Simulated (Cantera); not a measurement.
Charge: 1 mol (CH3)2SiCl2, 0.27 mol C2H2, 10 mol H2, 0.12 mol C2H4, at 66.0 Torr.

Equilibrium computed with Cantera from the NASA thermochemical tables; the gas is ideal and each condensed phase is pure. Candidate condensed phases: C, C6H6, C7H8, C8H18, Si, SiC; 109 gas species. The feed counts by its element totals alone. The tables' values for SiCl3 are old estimates; treat these amounts as uncertain. The numbers say what is thermodynamically allowed, not how fast it happens.

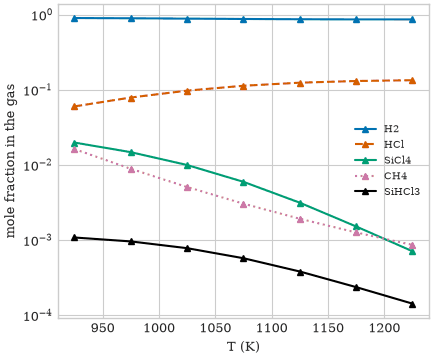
Equilibrium gas composition (values under 1e-9 drawn at 1e-9)

Read off the mole fractions at 1175 K.

H2 about 0.87, HCl about 0.13, SiCl4 about 0.0015, CH4 about 0.0013, SiHCl3 about 0.00024.
